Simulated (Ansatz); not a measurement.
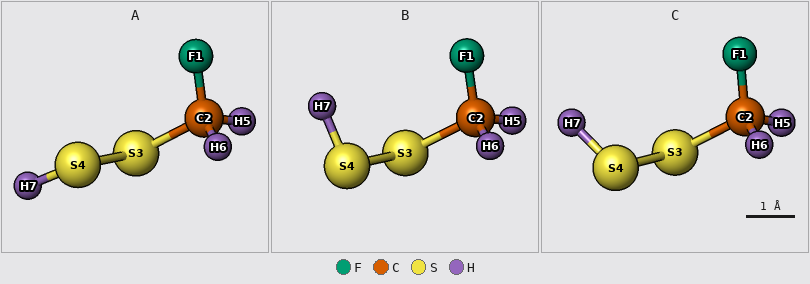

3 geometries from a converged minimum-energy path of CH₃FS₂, shuffled. A ball-and-stick model, seen at a tilt.

The calculation used Ansatz 0.2.0, RKS PBE-D4/def2-SVP. Settings: 5 movable images; climbing image; force threshold 0.05 eV/Å; iteration limit 60; starting path by image-dependent pair potential.

One of them is the converged climbing image. Which?

Answer. A. In order along the path, whose images run from 0 to 6: B (image 0, 0.0 kcal/mol), C (image 1, +1.3 kcal/mol), A (image 3, +6.6 kcal/mol). The motion is a rotation about the S3–S4 bond by about 180°. No bond forms or breaks between the ends. Among the angles between lasting bonds that change up to the highest image: S3–S4–H7 97.6° → 92.3°, C2–S3–S4 101.9° → 98.1°.
